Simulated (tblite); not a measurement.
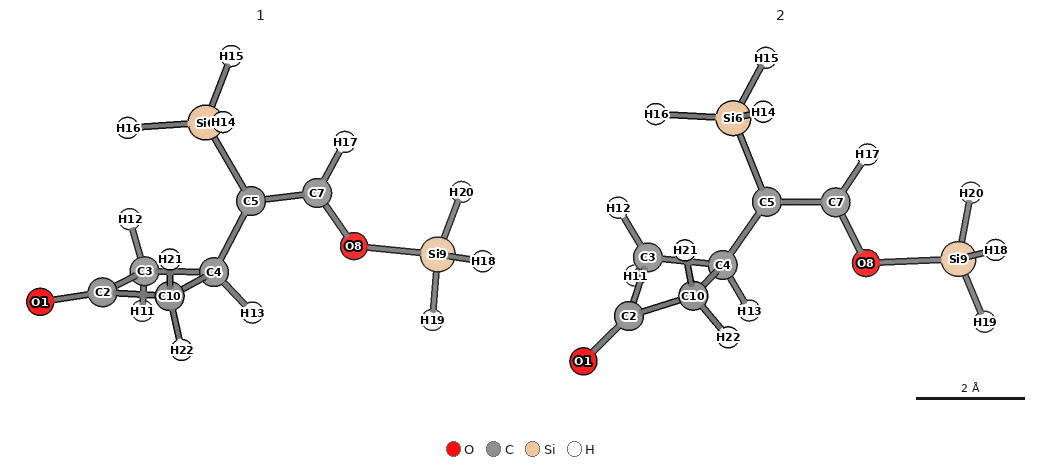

Two geometries of C6H12O2Si2, drawn at one scale. One is the start of a relaxation, the other its converged end. A ball-and-stick model, seen at a tilt.

Theory: tblite 0.8.0, GFN2-xTB geometry optimisation, gas phase. 

Which geometry has the lower energy?

Structure 1 is the relaxed one. The atom that moves furthest after the best rigid fit is O1 (1.20 Å). Largest moves by element: O 1.20 Å, H 1.08 Å, C 0.46 Å, Si 0.23 Å. Among the contacts that change: O8–Si9 1.745 → 1.627 Å, C3–C4 1.471 → 1.549 Å, C7–O8 1.397 → 1.348 Å, C4–C5 1.456 → 1.498 Å. Among the angles between lasting bonds that change: C7–O8–Si9 115.4° → 132.8°, O8–Si9–H19 111.7° → 99.2°, C4–C10–H21 108.6° → 115.8°. Groups turn about C4–C10 by about 30°, C2–C10 by about 30°, C3–C4 by about 25°. After 135 geometry steps the energy has fallen by 92.2 kJ/mol. Cost: 1.5 s on 1 thread of Arm Neoverse V1, on a shared host.
